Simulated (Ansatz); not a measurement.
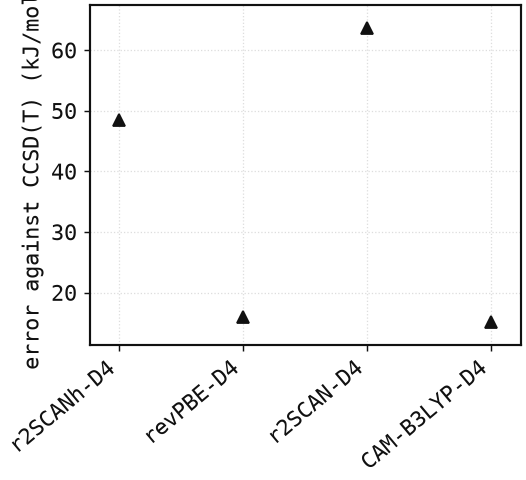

Error in the electronic atomisation energy (method less reference, so positive means overbinding) of B₂SiH₄S, SMILES B[Si@H]1BS1: functionals in def2-TZVPP against frozen-core CCSD(T) at the limit (MP2 extrapolated from triple and quadruple zeta, plus CCSD(T) less MP2 in a smaller set), which gives 2603.9 kJ/mol, at a PBE0-D4/def2-TZVP geometry (a minimum by its frequencies), no zero-point or spin-orbit term, the Ansatz code. The reference leaves out core correlation, a term that grows with the number of heavy atoms.

What range do the values span?

From 15.2 kJ/mol (CAM-B3LYP-D4) to 63.6 kJ/mol (r2SCAN-D4).

Which of these levels overbind, and which underbind?

Overbind: r2SCANh-D4 and r2SCAN-D4. Underbind: none clearly. Within 20 kJ/mol of zero, too close to call in view of what the reference leaves out: revPBE-D4 and CAM-B3LYP-D4.
